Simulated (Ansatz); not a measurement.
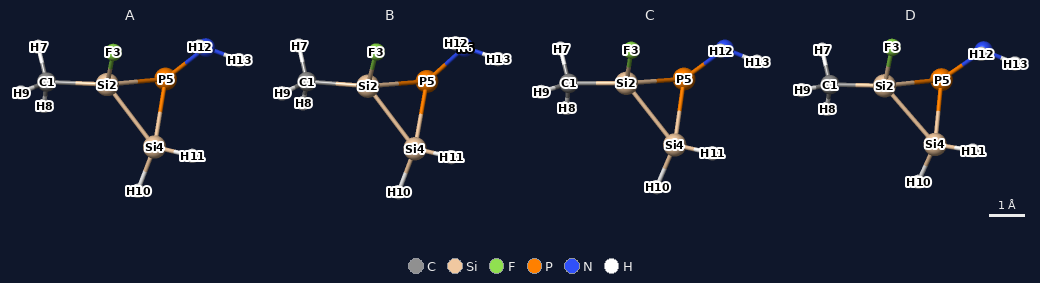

4 geometries from one relaxation of CH7FNPSi2, in shuffled order. A ball-and-stick model, seen face on.

The run prepares an end point of a later path (inversion) calculation, from a guessed geometry.

All numbers below come from RKS PBE-D4/6-31G* (Ansatz). Settings: no spin polarisation; force threshold 0.015 eV/Å; at most 40 steps.

> Put them in the order of the run, from the start to the converged end.

D, C, A, B. They are steps 0, 1, 3, 10, at +0.694 eV, +0.132 eV, +0.017 eV relative to the last. The atom that moves furthest after the best rigid fit is H12 (0.35 Å). Largest moves by element: H 0.35 Å, P 0.22 Å, Si 0.20 Å, F 0.18 Å, C 0.13 Å, N 0.10 Å. Some distances before and after: Si4–P5 2.251 → 2.384 Å, C1–Si2 1.748 → 1.876 Å, Si4–H11 1.431 → 1.499 Å, Si2–F3 1.580 → 1.644 Å. Among the angles between lasting bonds that change: P5–Si4–H10 108.6° → 119.0°, H10–Si4–H11 122.3° → 113.3°, C1–Si2–P5 111.6° → 118.6°. After 10 geometry steps the energy has fallen by 0.694 eV. The largest force component goes from 2.9 to 0.01 eV/Å. Cost: 47 s on 2 threads of Arm Neoverse V1, with other jobs on the host, peak memory 0.19 GiB.
